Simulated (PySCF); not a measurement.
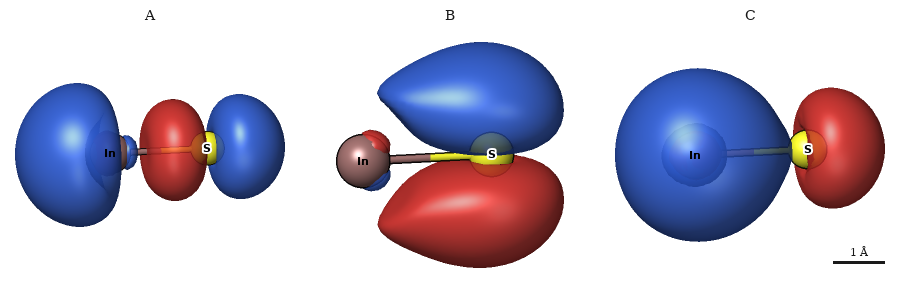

InS (doublet). Three frontier β-spin orbitals, each drawn at the value that holds 80 % of its norm (blue and red are the two phases), in no order; of a degenerate pair one member is drawn.

Computed with PBE0/x2c-TZVPPall, spin-free X2C-1e, Gaussian nucleus, at a bond length of 2.277 Å in PySCF.

Name the orbitals and rank them from lowest to highest energy.

Answer. Orbital C: σ, occupied in this spin, −9.63 eV; shared between the atoms (In 65 %, S 35 %).
Orbital B: π, occupied in this spin, −6.70 eV; mainly on S (85 %).
Orbital A: σ, empty in this spin, −4.30 eV; shared between the atoms (In 55 %, S 45 %).
